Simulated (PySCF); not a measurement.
# SiS (SMILES [Si-]#[S+]) at 6 levels

Aim: a comparison of 6 runs (M06-2X/STO-3G, PBE0/STO-3G, MP2/STO-3G, QCISD(T)/STO-3G, CISD/STO-3G, CCSD(T)/STO-3G) of SiS. Input form: a Python script.

The calculation is run with PySCF 2.14.0.

20 further runs of the same task are left out: 7 that didn't finish, 13 set aside as unsound or not needed.

**1. The molecule**

The species is SiS (2 atoms), meant as a singlet with charge 0. As SMILES, `[Si-]#[S+]`. The Si1–S2 distance was set to 2.315 Å, away from the relaxed value.

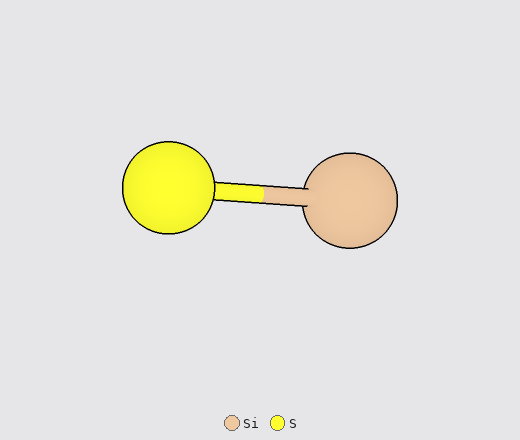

Viewed from a chosen angle; silicon light orange, sulfur yellow.

**2. A single-point energy at M06-2X/STO-3G (run 1)**

run.py reads:

```python
from pyscf import gto, dft

mol = gto.M(
    atom='''
Si     0.000000     0.000000    -0.385879
S      0.000000     0.000000     1.929321
''',
    charge=0,
    verbose=3,
    max_memory=1860,
    spin=0,
    basis='sto-3g',
)

mf = dft.RKS(mol, xc='m06-2x')
mf.grids.level = 5
mf.conv_tol = 1e-10
mf.kernel()
if not mf.converged:
    mf = mf.newton().run(mf.mo_coeff, mf.mo_occ)

energy = mf.e_tot
print('E = %.10f Eh' % energy)
```

The run is started by

```sh
$ OMP_NUM_THREADS=1 python run.py
```

The program printed:

```text
converged SCF energy = -679.821176574344
E = -679.8211765743 Eh
```

Run time: 2.5 s. Hardware: 1 thread of Arm Neoverse V2, shared host; peak memory 0.18 GiB.

**3. The energy at PBE0/STO-3G (run 2)**

calc.py reads:

```python
from pyscf import gto, dft

system = gto.M(
    atom=[
    ('Si', (0.000000, 0.000000, -0.385879)),
    ('S', (0.000000, 0.000000, 1.929321)),
],
    charge=0,
    basis='sto-3g',
    verbose=3,
    max_memory=1860,
)

mf = dft.RKS(system)
mf.xc = 'pbe0'
mf.conv_tol = 1e-10
mf.grids.level = 5
mf.kernel()
if not mf.converged:
    mf = mf.newton().run(mf.mo_coeff, mf.mo_occ)

etot = mf.e_tot
print('E(%s) = %.9f' % ('PBE0', etot))
```

The run is started by

```sh
$ OMP_NUM_THREADS=1 python calc.py
```

The program printed:

```text
converged SCF energy = -679.560774299469
E(PBE0) = -679.560774299
```

It took 1.8 s on 1 thread of Arm Neoverse V2, shared host; peak memory 0.17 GiB.

Runs 3 to 4 aren't shown in full; the table further down has their settings and results.

**4. The energy at CISD/STO-3G (run 5)**

run.py reads:

```python
from pyscf import gto, scf, ci

mol = gto.Mole()
mol.atom = [
    ('Si', (0.000000, 0.000000, -0.385879)),
    ('S', (0.000000, 0.000000, 1.929321)),
]
mol.basis = 'sto-3g'
mol.charge = 0
mol.verbose = 3
mol.max_memory = 1860
mol.build()

hf = scf.RHF(mol)
hf.conv_tol = 1e-10
hf.kernel()
if not hf.converged:
    hf = hf.newton().run(hf.mo_coeff, hf.mo_occ)

cisd = ci.CISD(hf, frozen=10)
cisd.kernel()
e_final = cisd.e_tot
print('Final energy', e_final)
```

The run is started by

```sh
$ OMP_NUM_THREADS=1 python run.py
```

The program printed:

```text
converged SCF energy = -678.635556982656
E(RCISD) = -678.7560809424327  E_corr = -0.1205239597762893
Final energy -678.7560809424327
```

It took 0.56 s on 1 thread of Arm Neoverse V2, shared host; peak memory 0.1 GiB.

**5. The energy at CCSD(T)/STO-3G (run 6)**

run.py reads:

```python
from pyscf import gto, cc

mol = gto.Mole()
mol.atom = [
    ('Si', (0.000000, 0.000000, -0.385879)),
    ('S', (0.000000, 0.000000, 1.929321)),
]
mol.basis = 'sto-3g'
mol.max_memory = 1860
mol.verbose = 3
mol.build()

hf = mol.RHF()
hf.conv_tol = 1e-10
hf.kernel()
if not hf.converged:
    hf = hf.newton().run(hf.mo_coeff, hf.mo_occ)

mycc = cc.CCSD(hf, frozen=10)
mycc.kernel()
e_t = mycc.ccsd_t()
energy = mycc.e_tot + e_t
print('Final energy', energy)
```

The run is started by

```sh
$ OMP_NUM_THREADS=1 python run.py
```

The program printed:

```text
converged SCF energy = -678.635556982656
E(CCSD) = -678.7561409894615  E_corr = -0.120584006805025
CCSD(T) correction = -0.0281027337447519
Final energy -678.7842437232063
```

Wall time 0.75 s (1 thread of Arm Neoverse V2, shared host); peak memory 0.12 GiB.

**6. All runs side by side**

| run | level | integration grid | frozen core orbitals | energy (Eh) | dipole moment (D) of the reference | HOMO energy (eV) | LUMO energy (eV) | wall time |
| --- | --- | --- | --- | --- | --- | --- | --- | --- |
| 1 | M06-2X/STO-3G | 5 | – | -679.821177 | 2.52 | -3.30 | 2.65 | 2.5 s |
| 2 | PBE0/STO-3G | 5 | – | -679.560774 | 2.20 | -2.48 | 1.70 | 1.8 s |
| 3 | MP2/STO-3G | – | 10 | -678.756119 | 3.63 | -4.16 | 5.28 | 0.6 s |
| 4 | QCISD(T)/STO-3G | – | 10 | -678.783806 | 3.63 | -4.16 | 5.28 | 0.62 s |
| 5 | CISD/STO-3G | – | 10 | -678.756081 | 3.63 | -4.16 | 5.28 | 0.56 s |
| 6 | CCSD(T)/STO-3G | – | 10 | -678.784244 | 3.63 | -4.16 | 5.28 | 0.75 s |

**7. Outcome**

```
                                           quantity          value
                                run 6: total energy  -678.78424 Eh
        run 6: dipole moment (Hartree–Fock density)         3.63 D
         run 6: HOMO energy (Hartree–Fock orbitals)       -4.16 eV
         run 6: LUMO energy (Hartree–Fock orbitals)        5.28 eV
       run 6: HOMO–LUMO gap (Hartree–Fock orbitals)        9.44 eV
run 6: correlation energy (10 core orbitals frozen)     -148.7 mEh
                              run 6: (T) correction     -28.10 mEh
                               run 6: T1 diagnostic          0.097
```

**Reading.** Totals of different functionals can't be ranked against each other. In runs 4, 6 the T1 diagnostic is large, so a single reference may not serve. In runs 1, 2, 3, 4, 5, 6 the basis is minimal, so the values are rough. All runs together took 6.7 s, the longest 2.5 s.
